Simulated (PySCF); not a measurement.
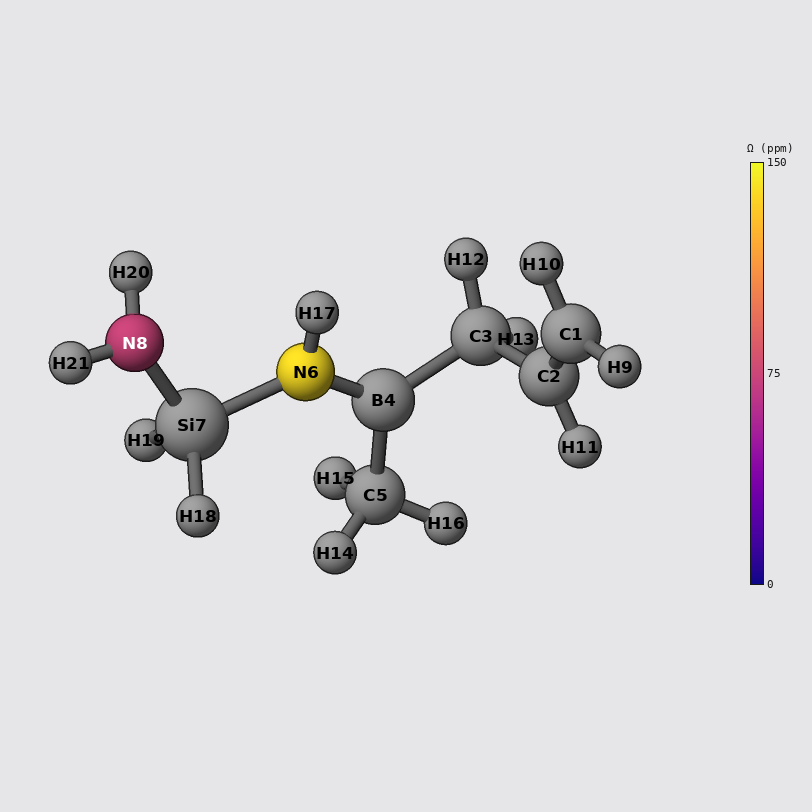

The N atoms are coloured by the span of their shielding tensor. Computed geometry: GFN2-xTB optimisation. No frequency run is at hand to confirm it as a minimum. Properties computed with GIAO PBE0/pcSseg-1 NMR shielding, non-relativistic, gas phase (PySCF 2.14.0). Principal shieldings σ11 ≤ σ22 ≤ σ33, span Ω = σ33 − σ11, skew κ = 3(σiso − σ22)/Ω.

Question. Which N atom has the most anisotropic shielding?

Answer. N6, with a span of 140 ppm.

Give the shielding tensors of the N atoms.

```csv
atom,σ11,σ22,σ33,σiso,Ω,κ
N6,65.2,184.7,205.4,151.8,140.2,−0.70
N8,217.7,260.1,291.9,256.6,74.3,−0.14
```

Shieldings and span in ppm.

The geometry is semi-empirical. Around B, Si such bond lengths and angles can be off by a tenth of an ångström or more and by several degrees, and values that hang on the shape move with them.
